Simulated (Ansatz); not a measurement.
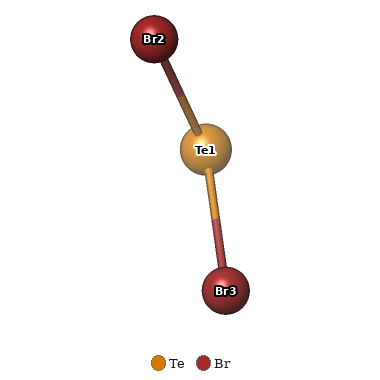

The system is Br₂Te with the probe H2O; the picture shows it without the atoms that are moved over the map. The probe is moved over a plane parallel to the molecule's main plane, 2.30 Å above it. Coordinates scanned: (1) x of the probe's O atom; (2) y of the probe's O atom. Nothing is relaxed (molecule and probe rigid, the probe upright with O nearest the plane). Grid: 11 × 11 points; 66 points were computed and 55 follow by symmetry. Points are written as (first, second). All energies are given in kcal/mol relative to the lowest grid point. The calculation used RKS PBE0-D4/def2-SVPD (Ansatz).

Range: x of the probe's O atom from −3.0 to 3.0 Å; y of the probe's O atom from −3.0 to 3.0 Å.

**What landscape does the calculation give?**

The lowest grid point is at (−1.8 Å, −3.0 Å). It lies on the edge of the grid, but the force there points inwards, so the minimum lies inside the range. The energy also falls towards the edge at (−3.0 Å, 3.0 Å) (1.9 kcal/mol above the lowest) and (3.0 Å, 3.0 Å) (1.9 kcal/mol above the lowest), where a further well may lie outside the range. A higher local minimum lies near (0.0 Å, 2.4 Å) (2.0 kcal/mol above the lowest at that grid point). The highest grid point, (0.0 Å, −1.2 Å), lies 42.2 kcal/mol above the lowest.

```tsv
y of the probe's O atom ↓, x of the probe's O atom →	−3.0	−2.4	−1.8	−1.2	−0.6	0.0	0.6	1.2	1.8	2.4	3.0
3.0	1.9	2.3	2.7	2.7	2.4	2.3	2.4	2.7	2.7	2.3	1.9
2.4	2.4	3.8	4.7	3.9	2.6	2.0	2.6	3.9	4.7	3.8	2.4
1.8	4.6	9.0	11.1	8.1	3.8	2.0	3.8	8.1	11.1	9.0	4.6
1.2	9.0	18.6	22.4	15.4	6.7	3.2	6.7	15.4	22.4	18.6	9.0
0.6	12.5	25.4	30.1	21.4	11.3	7.3	11.3	21.4	30.1	25.4	12.5
0.0	11.2	21.5	25.6	21.8	18.2	17.1	18.2	21.8	25.6	21.5	11.2
−0.6	6.6	11.5	14.7	18.4	26.7	32.5	26.7	18.4	14.7	11.5	6.6
−1.2	2.9	4.1	6.2	13.5	29.7	42.2	29.7	13.5	6.2	4.1	2.9
−1.8	1.4	1.0	1.9	7.9	21.7	32.0	21.7	7.9	1.9	1.0	1.4
−2.4	1.1	0.3	0.3	3.1	9.9	14.4	9.9	3.1	0.3	0.3	1.1
−3.0	1.3	0.5	0.0	0.7	2.8	4.1	2.8	0.7	0.0	0.5	1.3
```

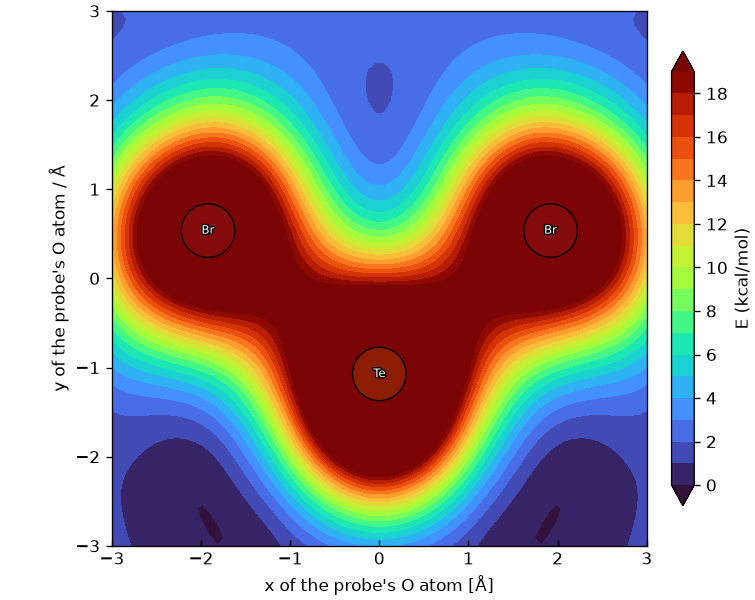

Drawn: filled contours, labelled circles for the molecule's atoms, projected on the plane, one colour for all values above the top of the scale. Between grid points the surface is interpolated.

The whole map (66 points run) took 29 min on 1 thread of Arm Neoverse N1 (shared host).
